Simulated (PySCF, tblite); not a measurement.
# C5H5BS: geometry, infrared bands and NMR shifts

Aim: predict the infrared bands and NMR shifts of C5H5BS (`C#CB(C#C)SC`).

Computed with tblite 0.8.0 and PySCF 2.14.0, with density-fitted response routines of our own, on a single molecule in the gas phase. Atoms count from 0, in the outputs and in this text.

## (1) The starting structure

12 atoms, charge 0, multiplicity 1; geometry from: force field or distance geometry start.

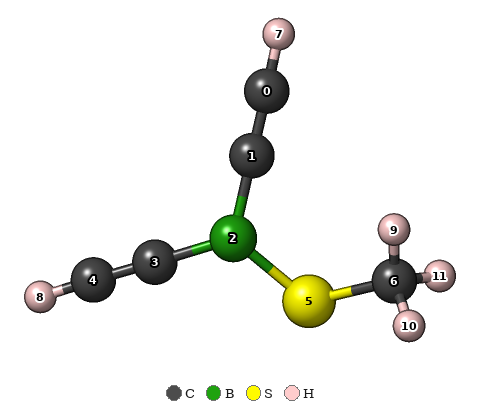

As it starts; carbon dark grey, boron green, sulfur yellow, hydrogen pink, atoms numbered.

## (2) Geometry optimisation with GFN2-xTB

Job settings and geometry (Å):

```
{"job": {"kind": "relax", "xc": "GFN2-xTB", "basis": "xTB"}, "charge": 0, "multiplicity": 1}
C     -0.924200     2.003900     1.311900
C     -0.777500     0.935100     0.750400
B     -0.579900    -0.435100     0.044800
C     -1.845900    -1.241000    -0.386100
C     -2.831500    -1.876700    -0.678700
S      0.919800    -0.591000    -1.041900
C      2.430300     0.073100    -0.335000
H     -1.080400     2.946200     1.785400
H     -3.680000    -2.438900    -0.966800
H      2.282700     0.597200     0.633000
H      3.158600    -0.763100    -0.136700
H      2.929100     0.789800    -1.006400
```

On the command line:

```sh
$ OMP_NUM_THREADS=1 python probes_run.py task.json out
```

This one command runs all jobs of the session in turn.

Output:

```text
step      E/eV     max force
  0    -478.32664    1.891
  1    -478.45603    1.416
  2    -478.49689    2.687
  3    -478.59777    1.104
  4    -478.63312    0.842
  5    -478.65296    1.945
  6    -478.67617    0.791
  7    -478.68760    0.405
  8    -478.70681    0.338
  9    -478.72982    0.600
 10    -478.74911    0.548
 11    -478.76595    0.371
 12    -478.77920    0.333
 13    -478.79105    0.383
 14    -478.80157    0.342
 15    -478.81066    0.256
 16    -478.81863    0.254
 17    -478.82541    0.238
 18    -478.83054    0.202
 19    -478.83400    0.154
 20    -478.83683    0.181
 21    -478.83953    0.183
 22    -478.84221    0.197
 23    -478.84541    0.243
 24    -478.84946    0.238
 25    -478.85411    0.224
 26    -478.85832    0.201
 27    -478.86120    0.129
 28    -478.86341    0.122
 29    -478.86610    0.159
 30    -478.86893    0.185
 31    -478.87112    0.143
 32    -478.87273    0.118
 33    -478.87424    0.134
 34    -478.87626    0.131
 35    -478.87846    0.176
 36    -478.88004    0.097
 37    -478.88090    0.083
 38    -478.88152    0.067
 39    -478.88225    0.096
 40    -478.88311    0.089
 41    -478.88375    0.061
 42    -478.88431    0.072
 43    -478.88499    0.087
 44    -478.88596    0.102
 45    -478.88696    0.088
 46    -478.88768    0.077
 47    -478.88818    0.085
 48    -478.88873    0.087
 49    -478.88942    0.094
 50    -478.88996    0.070
 51    -478.89018    0.034
 52    -478.89026    0.028
 53    -478.89033    0.023
 54    -478.89039    0.021
 55    -478.89044    0.021
 56    -478.89046    0.014
 57    -478.89048    0.012
 58    -478.89051    0.019
 59    -478.89056    0.031
 60    -478.89063    0.040
 61    -478.89070    0.030
 62    -478.89077    0.027
 63    -478.89085    0.028
 64    -478.89095    0.053
 65    -478.89112    0.084
 66    -478.89135    0.081
 67    -478.89157    0.072
 68    -478.89170    0.022
 69    -478.89174    0.016
 70    -478.89177    0.021
 71    -478.89180    0.019
 72    -478.89183    0.014
 73    -478.89185    0.011
 74    -478.89186    0.012
 75    -478.89187    0.012
 76    -478.89189    0.018
 77    -478.89192    0.023
 78    -478.89196    0.020
 79    -478.89201    0.027
 80    -478.89207    0.031
 81    -478.89217    0.036
 82    -478.89242    0.070
 83    -478.89288    0.126
 84    -478.89357    0.127
 85    -478.89446    0.183
 86    -478.89512    0.098
 87    -478.89608    0.073
 88    -478.89638    0.076
 89    -478.89715    0.087
 90    -478.89780    0.075
 91    -478.89829    0.148
 92    -478.89806    0.152
 93    -478.89926    0.056
 94    -478.89938    0.036
 95    -478.89951    0.031
 96    -478.89986    0.037
 97    -478.90018    0.054
 98    -478.90052    0.039
 99    -478.90069    0.050
100    -478.90052    0.071
101    -478.90082    0.022
102    -478.90084    0.017
103    -478.90085    0.006
```

Run time: 1.9 s. Hardware: 1 thread of Intel Xeon at 2.50GHz, shared host.

The steps of the relaxation: (not every step is listed)

```
step  energy from step 0 (eV)  largest force (eV/Å)
   0                   0.0000                1.8909
   1                  -0.1294                1.4160
   2                  -0.1703                2.6871
   3                  -0.2711                1.1038
   4                  -0.3065                0.8417
   5                  -0.3263                1.9451
   6                  -0.3495                0.7910
   7                  -0.3610                0.4051
   8                  -0.3802                0.3379
  17                  -0.4988                0.2376
  26                  -0.5317                0.2010
  35                  -0.5518                0.1755
  44                  -0.5593                0.1021
  53                  -0.5637                0.0229
  62                  -0.5641                0.0271
  71                  -0.5652                0.0189
  80                  -0.5654                0.0314
  89                  -0.5705                0.0869
  98                  -0.5739                0.0391
  99                  -0.5740                0.0501
 100                  -0.5739                0.0715
 101                  -0.5742                0.0222
 102                  -0.5742                0.0174
 103                  -0.5742                0.0064
```

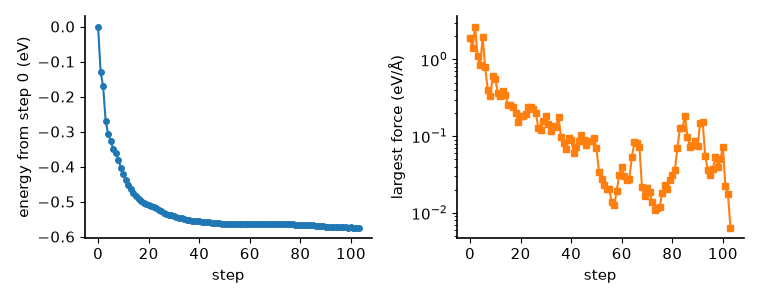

Energy and force, step by step.

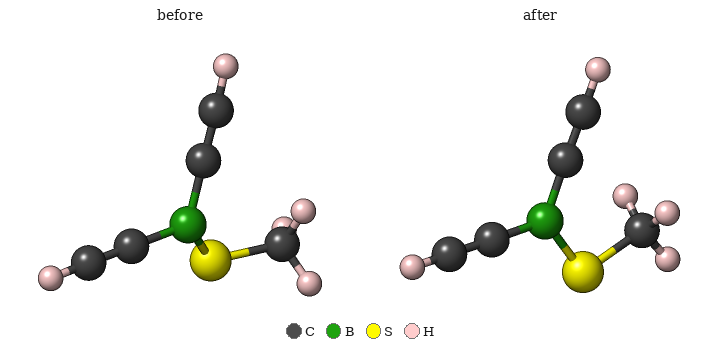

Before and after, at one scale.

Distances of close pairs at the start and the end, largest changes first:

| bond | before (Å) | after (Å) | change (Å) |
| --- | --- | --- | --- |
| B2–S5 | 1.859 | 1.785 | -0.074 |
| B2–C3 | 1.561 | 1.507 | -0.054 |
| C1–B2 | 1.554 | 1.508 | -0.046 |
| C6–H10 | 1.126 | 1.085 | -0.041 |
| S5–C6 | 1.795 | 1.826 | +0.031 |
| C6–H9 | 1.111 | 1.086 | -0.025 |
| C6–H11 | 1.101 | 1.085 | -0.016 |
| C0–H7 | 1.066 | 1.052 | -0.014 |

The final coordinates are the input of the step that follows.

## (3) Harmonic vibrations with GFN2-xTB

Job settings and geometry (Å):

```
{"job": {"kind": "ir", "xc": "GFN2-xTB", "basis": "xTB"}, "charge": 0, "multiplicity": 1}
C     -0.602782     1.941034     1.113454
C     -0.594683     0.882977     0.537335
B     -0.534819    -0.437821    -0.187703
C     -1.795496    -1.205141    -0.494294
C     -2.808265    -1.810268    -0.737581
S      1.030901    -1.123121    -0.701514
C      2.230222     0.132278    -0.134442
H     -0.632176     2.861960     1.620476
H     -3.690902    -2.340445    -0.950621
H      2.154070     0.249946     0.941987
H      3.217502    -0.229076    -0.404028
H      2.027626     1.076991    -0.629096
```

Output:

```text
mode    cm-1     km/mol
  1      82.4      2.20
  2      94.1      0.29
  3      95.2      1.05
  4     117.7      0.96
  5     149.7      0.01
  6     232.3      1.39
  7     277.9      0.01
  8     357.3      2.06
  9     424.5      0.09
 10     484.8     30.07
 11     523.6      6.35
 12     659.9     10.79
 13     667.1     22.18
 14     676.3      0.27
 15     693.7     55.68
 16     725.0      9.06
 17     941.9      1.03
 18     960.0     22.24
 19     982.5    131.59
 20    1145.2     72.60
 21    1321.7      2.66
 22    1447.5      4.89
 23    1451.9      5.81
 24    2195.9     49.68
 25    2203.3     17.34
 26    3039.1      2.92
 27    3044.4      7.13
 28    3057.5      4.20
 29    3364.4      0.78
 30    3367.4      0.40
```

Run time: 1 s. Hardware: 1 thread of Intel Xeon at 2.50GHz, shared host.

The strongest bands and the atoms that carry them (share of the mass-weighted mode):

```csv
cm⁻¹,km/mol,atoms
485,30.1,"B2 57 %, C1 18 %, C3 17 %"
667,22.2,"H7 47 %, H8 35 %"
694,55.7,"H7 43 %, H8 36 %"
960,22.2,"H10 45 %, H11 16 %, H9 16 %, C6 14 %"
982,131.6,B2 73 %
1145,72.6,B2 78 %
2196,49.7,"C1 36 %, C3 21 %, C0 21 %, C4 12 %"
2203,17.3,"C3 36 %, C1 21 %, C4 21 %, C0 13 %"
```

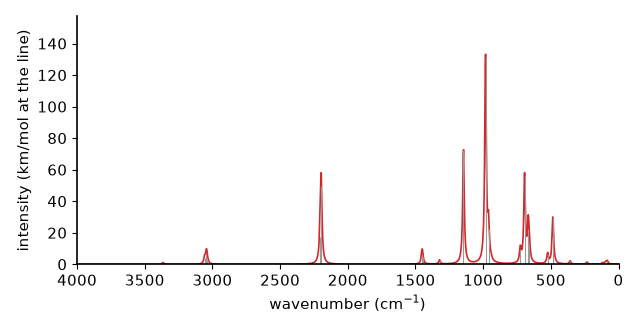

The infrared spectrum from these modes, unscaled. Lines are broadened to a width of 14 cm⁻¹ (Lorentzian).

## (4) Shielding tensors: PBE0/pcSseg-1

Same as in step 3 but for these lines:

```diff
@@ -1,2 +1,2 @@
-{"job": {"kind": "ir", "xc": "GFN2-xTB", "basis": "xTB"}, "charge": 0, "multiplicity": 1}
+{"job": {"kind": "nmr", "xc": "PBE0", "basis": "pcSseg-1"}, "charge": 0, "multiplicity": 1}
 C     -0.602782     1.941034     1.113454
```

Level: GIAO PBE0/pcSseg-1 NMR shielding, non-relativistic, gas phase.

Output:

```text
coarse grid: 11240 points
cycle   1  E = -615.9394973024  dE =  8.504e-01  |g| = 4.275e-01  |ddm| = 3.379e+00
cycle   2  E = -615.9213671371  dE =  1.813e-02  |g| = 4.997e-01  |ddm| = 1.017e+00
cycle   3  E = -615.9761215560  dE = -5.475e-02  |g| = 2.308e-01  |ddm| = 5.259e-01
cycle   4  E = -615.9894007583  dE = -1.328e-02  |g| = 2.898e-02  |ddm| = 1.596e-01
cycle   5  E = -615.9895987577  dE = -1.980e-04  |g| = 1.231e-02  |ddm| = 4.393e-02
cycle   6  E = -615.9896424407  dE = -4.368e-05  |g| = 2.934e-03  |ddm| = 1.672e-02
cycle   7  E = -615.9896439962  dE = -1.555e-06  |g| = 1.394e-03  |ddm| = 3.311e-03
final grid: 105856 points
cycle   8  E = -616.0346738713  dE = -2.632e-05  |g| = 7.722e-03  |ddm| = 3.509e-02
cycle   9  E = -616.0346601439  dE =  1.373e-05  |g| = 1.048e-02  |ddm| = 1.631e-02
cycle  10  E = -616.0346888212  dE = -2.868e-05  |g| = 1.689e-03  |ddm| = 1.004e-02
cycle  11  E = -616.0346895117  dE = -6.905e-07  |g| = 4.302e-04  |ddm| = 1.316e-03
cycle  12  E = -616.0346895594  dE = -4.769e-08  |g| = 1.130e-04  |ddm| = 5.098e-04
cycle  13  E = -616.0346895615  dE = -2.145e-09  |g| = 7.222e-05  |ddm| = 1.387e-04
cycle  14  E = -616.0346895627  dE = -1.208e-09  |g| = 1.950e-05  |ddm| = 5.672e-05
cycle  15  E = -616.0346895628  dE = -1.007e-10  |g| = 3.881e-06  |ddm| = 1.617e-05
converged SCF energy = -616.0346895628

GIAO shielding tensors (ppm)
atom      isotropic    diamagn.    paramagn.     s11        s22        s33       span
  0 C       64.762     260.625    -195.863     14.154     17.352    162.779    148.624
  1 C       94.238     256.544    -162.307     -6.683     -3.655    293.051    299.734
  2 B       58.072     195.113    -137.041     -5.924     59.612    120.527    126.450
  3 C       93.208     254.087    -160.879    -10.515     -5.612    295.751    306.266
  4 C       68.835     260.529    -191.694     13.564     17.033    175.908    162.344
  5 S      371.574    1056.846    -685.272     -7.845    506.565    616.003    623.847
  6 C      165.906     250.746     -84.841    155.114    159.964    182.640     27.526
  7 H       27.809      32.994      -5.184     24.401     25.277     33.751      9.350
  8 H       28.168      32.670      -4.502     24.692     25.215     34.597      9.906
  9 H       29.064      30.260      -1.197     24.702     27.412     35.078     10.376
 10 H       29.517      28.342       1.175     24.255     27.072     37.224     12.969
 11 H       29.088      30.229      -1.141     24.744     27.318     35.204     10.460
```

Wall time 46 s (1 thread of Intel Xeon at 2.50GHz, shared host); peak memory 0.71 GiB.

Shifts follow as δ = σ(reference) − σ, with reference shieldings (ppm) from runs at the same level and on the same kind of geometry: 1H TMS 31.72, 13C TMS 186.9, 11B BF3·OEt2 100.1, 33S CS2 504. The references are single molecules in the gas phase. Atoms listed in one row are averaged.

| atoms | environment | σ (ppm) | δ (ppm) | δ scaled to CDCl3 |
| --- | --- | --- | --- | --- |
| C0, C4 | terminal alkyne carbon | 66.8 | 120.1 | 115.3 |
| C1, C3 | alkyne carbon | 93.7 | 93.2 | 89.1 |
| C6 | methyl carbon bonded to S | 165.9 | 21.0 | 14.2 |
| H7, H8 | hydrogen on a terminal alkyne carbon | 27.99 | 3.73 | 3.62 |
| H9, H10, H11 | hydrogen on a methyl carbon bonded to S | 29.22 | 2.49 | 2.46 |
| B2 | boron bonded to 2 C, S | 58.1 | 42.0 | – |
| S5 | sulfur bonded to C, B | 372 | 132 | – |

The scaled column applies a straight-line fit of computed shieldings to shifts measured in CDCl3, with any fitted terms for Cl, Br or S neighbours (root-mean-square error 0.16 ppm for H, 1.9 ppm for C).

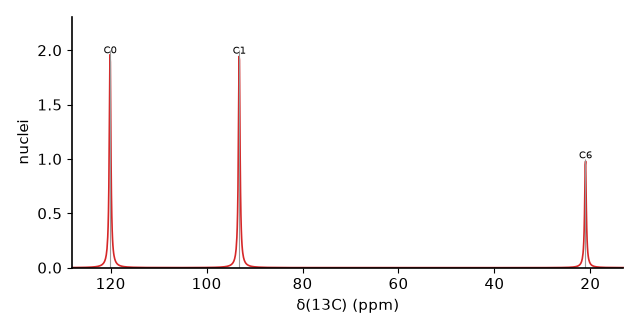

13C lines at the computed shifts, without couplings. Lines are broadened to a width of 0.40 ppm (Lorentzian).

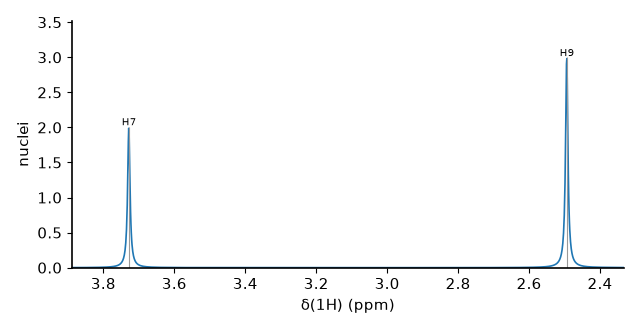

1H lines at the computed shifts, without couplings. Lines are broadened to a width of 0.01 ppm (Lorentzian).

Charges from the same density, by scheme (e):

```
 atoms  Mulliken    IAO  Hirshfeld  ESP fit
C0, C4     -0.23  -0.18      -0.07    -0.29
C1, C3     -0.07  -0.12      -0.11    -0.18
    B2      0.52   0.01       0.11     0.42
    S5     -0.14   0.17       0.02    -0.17
    C6     -0.38  -0.50      -0.11    -0.32
```

IAO charges:

| atom | value (e) |
| --- | --- |
| C0 | -0.18 |
| C1 | -0.12 |
| B2 | 0.01 |
| C3 | -0.12 |
| C4 | -0.17 |
| S5 | 0.17 |
| C6 | -0.50 |
| H7 | 0.21 |
| H8 | 0.21 |
| H9 | 0.17 |
| H10 | 0.17 |
| H11 | 0.17 |

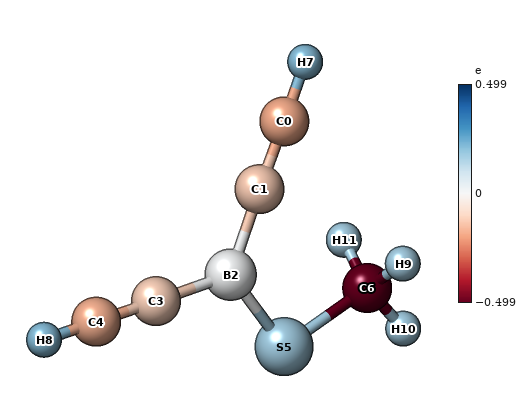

IAO charges, as colours on the atoms.

Mayer bond orders: C0–C1 2.50, C1–B2 1.03, B2–C3 1.02, C3–C4 2.52, B2–S5 1.18, S5–C6 1.00.

## (5) Summary of results

| quantity | value |
| --- | --- |
| strongest single infrared mode (GFN2-xTB) | 982 cm⁻¹, 132 km/mol |
| zero-point energy (GFN2-xTB) | 49.7 kcal/mol |
| 13C shifts against TMS (PBE0/pcSseg-1, means over atoms taken as alike) | 120.1, 93.2, 21.0 ppm |
| 1H shifts against TMS (PBE0/pcSseg-1, means over atoms taken as alike) | 3.73, 2.49 ppm |
| 11B shifts against BF3·OEt2 (PBE0/pcSseg-1) | 42.0 ppm |
| 33S shifts against CS2 (PBE0/pcSseg-1) | 132 ppm |

What this shows: Relaxing lowered the energy by 0.574 eV in 103 steps; the close pair that moved most is B2–S5, from 1.859 to 1.785 Å. No mode is imaginary among the 30: a minimum at this level. The strongest single mode, at 982 cm⁻¹, moves mainly B2. Unscaled tight-binding wavenumbers are off by several per cent, some by more. Its intensities can rank the bands wrongly. At PBE0/pcSseg-1: The widest tensor belongs to S5: span 624 ppm, with a paramagnetic part of -685 ppm.
